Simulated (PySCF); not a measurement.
SMILES B[SiH2]O[SiH3] (H7BOSi2) at its GFN2-xTB optimised geometry (Å):

```
11

B      2.0679    -1.3438     0.0000
Si     0.1143    -1.3438     0.0000
O     -0.4568     0.1869     0.0000
Si    -1.3077     1.5552     0.0389
H      2.6511    -2.3571    -0.0182
H      2.7115    -0.3681     0.0189
H     -0.5290    -1.9693    -1.1728
H     -0.5241    -1.9744     1.1732
H     -0.7353     2.3571     1.1203
H     -2.7115     1.2340     0.2930
H     -1.1274     2.1866    -1.2679
```

Computed with B3LYP/def2-TZVP in PySCF 2.14.0.

Map of the log10 of the electron density (e/bohr³), floored at −4 on the plane z = 1.0 Å:

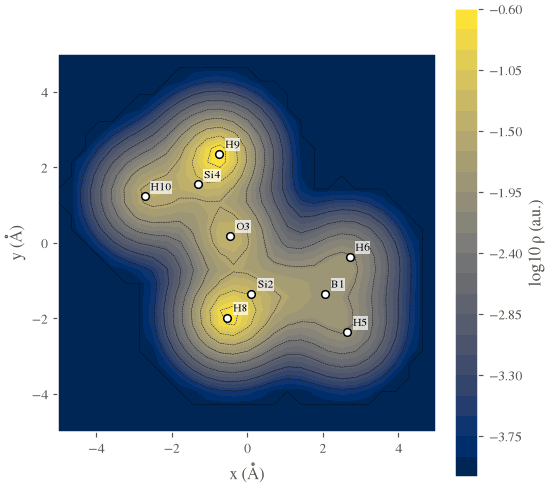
Figure. Log10 of the electron density (e/bohr³), floored at −4 on the plane z = 1.0 Å.
